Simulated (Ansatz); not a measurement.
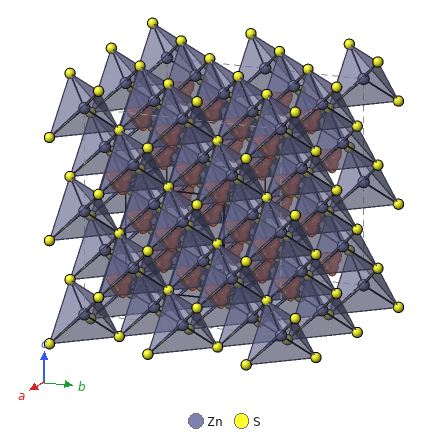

Bond-valence mismatch map for Li+ in ZnS (F-43m): the orange surface encloses the points where |V − 1| < 0.2 v.u. (2×2×2 cells, view slightly off an axis). Pale faces close the region where the drawn box cuts it.

At each point the valence sum V of a Li+ ion is computed from the anions within 5 Å (s = exp((R0 − d)/b), R0 fitted to published crystal structures with b = 0.37 Å; R0: Li+–S 1.950 Å). Points too close to the other cations are excluded (2.0 Å from Zn). Li+ is a guest here, not part of the formula. This is an empirical screen for pathways, not an energy calculation.

Source of the atomic positions: a calculation's input that goes back to an entry of the Crystallography Open Database (an earlier step may have relaxed or displaced it).

```cif
data_structure
_symmetry_space_group_name_H-M 'F-43m'
_symmetry_Int_Tables_number 216
_cell_length_a 5.4093
_cell_length_b 5.4093
_cell_length_c 5.4093
_cell_angle_alpha 90.000
_cell_angle_beta 90.000
_cell_angle_gamma 90.000
_cell_volume 158.28
loop_
_atom_site_label
_atom_site_type_symbol
_atom_site_symmetry_multiplicity
_atom_site_Wyckoff_symbol
_atom_site_fract_x
_atom_site_fract_y
_atom_site_fract_z
_atom_site_occupancy
Zn1 Zn 4 a 0.00000 0.00000 0.00000 1
S1 S 4 c 0.25000 0.75000 0.75000 1
```

### How are the low-mismatch regions connected?

No path at this level: the regions are isolated pockets that do not connect across cells.

### At which mismatch do paths open?

From a mismatch of about 0.55 v.u. the regions form a three-dimensional network. These are grid estimates, good to about 0.1 v.u.
